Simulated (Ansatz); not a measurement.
Phonon calculation of C$_{3}$H$_{5}$AlF$_{2}$

- system: C$_{3}$H$_{5}$AlF$_{2}$
- method: RKS PBE0/def2-SVP (Ansatz 0.2.0)

It belongs to a series of runs on one base structure; here: vibrations at the highest image of the band.

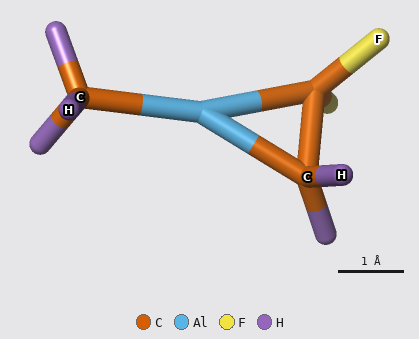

Fig. 1: The structure as given in the input (stick view, seen at a tilt). Sticks mark near contacts.

Input file:
```yaml
crystal:
  periodic: [false, false, false]
  atoms:
    - { symbol: C, position_ang: [-1.28502, -1.288541, 1.398115] }
    - { symbol: Al, position_ang: [-0.239542, -0.158153, 0.210967] }
    - { symbol: C, position_ang: [1.398224, 0.300247, -0.715801] }
    - { symbol: C, position_ang: [0.243262, 1.281793, -1.015059] }
    - { symbol: F, position_ang: [-0.160337, 1.188719, -2.313692] }
    - { symbol: F, position_ang: [0.533958, 2.580646, -0.766761] }
    - { symbol: H, position_ang: [-1.447762, -2.274886, 0.93293] }
    - { symbol: H, position_ang: [-2.26649, -0.854932, 1.639661] }
    - { symbol: H, position_ang: [-0.738597, -1.462175, 2.339718] }
    - { symbol: H, position_ang: [1.863826, -0.154317, -1.603201] }
    - { symbol: H, position_ang: [2.163878, 0.784599, -0.086277] }
basis:
  gaussian: { orbitals: def2-SVP }
hamiltonian:
  xc: pbe0
phonons: {}
```

Machine: 2 threads of Intel Xeon @ 2.50GHz (Skylake/Cascade Lake), 16 GiB of memory available, shared host.

Launch command:
```bash
ansatz run input.yaml --threads 2 --pin off --max-ram 3072MiB --backend cpu --events-out ev --progress --plain --runs-dir out
```

The program's output:
```
Engine: ansatz 0.2.0, x86_64-unknown-linux-gnu
Functional definition: PBE0
  parameter a = 0.25
  parameter kappa = 0.804
  parameter beta = 0.06672455060314922
  exchange = (1 - a)*pbe_x(kappa = kappa, mu = beta*pi^2/3) + a*exact_x
  correlation = pbe_c(beta = beta)
1212 factors; integrals over basis functions are off by at most 3.2e-4 eV
mean field evaluation 1: about -15191.4066 eV, gradient 6.2e1 eV
mean field evaluation 2: about -15188.1636 eV, gradient 6.8e1 eV
mean field evaluation 4: about -15200.7120 eV, gradient 3.6e0 eV
mean field evaluation 8: about -15200.7755 eV, gradient 1.7e-1 eV
mean field evaluation 16: about -15200.7756 eV, gradient 2.3e-5 eV
mean field -15200.77560168 eV, -558.6181999059 hartree, gradient 2.3e-5 eV, S^2 0.000000; 0 other end points of the search recorded, 0 dependent functions left out
the calculation of the forces begins
reference -15200.77563039 eV, -558.6182009610 hartree; 27, 27 occupied and 86, 86 virtual orbitals, 1212 factors
these checks for a lower state are left out or cut short: stability, starts, cluster_reference, orbital_swaps, neighbouring_geometries, increment
1212 factors; integrals over basis functions are off by at most 3.2e-4 eV
mean field -15200.77551221 eV, -558.6181966182 hartree, gradient 2.1e-6 eV, S^2 0.000000; 0 other end points of the search recorded, 0 dependent functions left out
[... from here on the field's lines of each further geometry are left out, up to the last ...]
the calculation of the forces begins
reference -15200.77559984 eV, -558.6181998383 hartree; 27, 27 occupied and 86, 86 virtual orbitals, 1212 factors
these checks for a lower state are left out or cut short: stability, starts, cluster_reference, orbital_swaps, neighbouring_geometries, increment
1212 factors; integrals over basis functions are off by at most 3.2e-4 eV
mean field -15200.77555344 eV, -558.6181981333 hartree, gradient 1.6e-6 eV, S^2 0.000000; 0 other end points of the search recorded, 0 dependent functions left out
the calculation of the forces begins
reference -15200.77558215 eV, -558.6181991884 hartree; 27, 27 occupied and 86, 86 virtual orbitals, 1212 factors
WARN: phonons: modes at or below zero, which the zero-point energy, F, S and C_V leave out: 1, the lowest at -29.69 cm⁻¹. A minimum has none, and a first-order saddle one
Total energy: -15200.77563039 eV, -558.6182009610 hartree
Atom 0 at    -1.285020    -1.288541     1.398115 Å, force     0.021317     0.007570    -0.003336 eV/Å
Atom 1 at    -0.239542    -0.158153     0.210967 Å, force    -0.010797    -0.003073     0.002937 eV/Å
Atom 2 at     1.398224     0.300247    -0.715801 Å, force    -0.002103    -0.000168    -0.015620 eV/Å
Atom 3 at     0.243262     1.281793    -1.015059 Å, force    -0.003503     0.009543     0.019763 eV/Å
Atom 4 at    -0.160337     1.188719    -2.313692 Å, force     0.006351    -0.004287    -0.004508 eV/Å
Atom 5 at     0.533958     2.580646    -0.766761 Å, force     0.003308    -0.004475    -0.006143 eV/Å
Atom 6 at    -1.447762    -2.274886     0.932930 Å, force    -0.005511    -0.005186    -0.000470 eV/Å
Atom 7 at    -2.266490    -0.854932     1.639661 Å, force    -0.007752    -0.001082     0.002048 eV/Å
Atom 8 at    -0.738597    -1.462175     2.339718 Å, force    -0.002795    -0.000944     0.002268 eV/Å
Atom 9 at     1.863826    -0.154317    -1.603201 Å, force     0.003768     0.001720    -0.000467 eV/Å
Atom 10 at     2.163878     0.784599    -0.086277 Å, force    -0.002283     0.000383     0.003528 eV/Å
Dipole moment:    -0.161837    -0.577449     0.534416 e Å
Vibrations: -29.69 47.69 121.51 136.10 329.34 364.46 431.34 484.20 520.51 636.82 643.09 686.78 759.52 907.80 925.28 1001.02 1168.97 1206.58 1236.36 1348.81 1413.02 1418.39 3053.31 3077.58 3152.05 3168.34 3176.05 cm⁻¹, zero-point energy 1.947476 eV
```

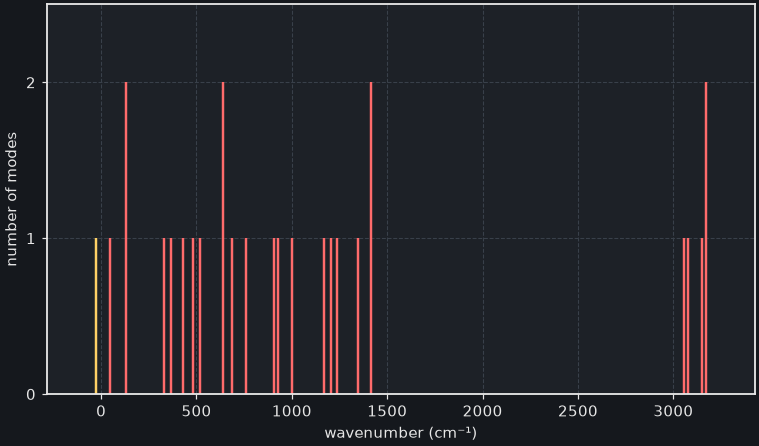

Fig. 2: Harmonic vibrational wavenumbers from the force constants; neighbouring modes closer than 15 cm⁻¹ are counted in one stick, and imaginary ones are drawn at negative wavenumbers. 27 modes from 29i to 3176 cm⁻¹, 1 imaginary beyond 8i (29i cm⁻¹): not a clean minimum; so soft a mode can be a shallow saddle, an incomplete relaxation or noise of the force constants.

Key numbers:

| quantity | value |
| --- | --- |
| outcome | converged |
| total energy | −15200.7756 eV |
| mean-field energy | −15200.7756 eV |
| largest force (length of the vector) | 0.023 eV/Å |
| wall time | 3.3 min (CPU time 6.3 min) |
| peak memory | 0.27 GiB |
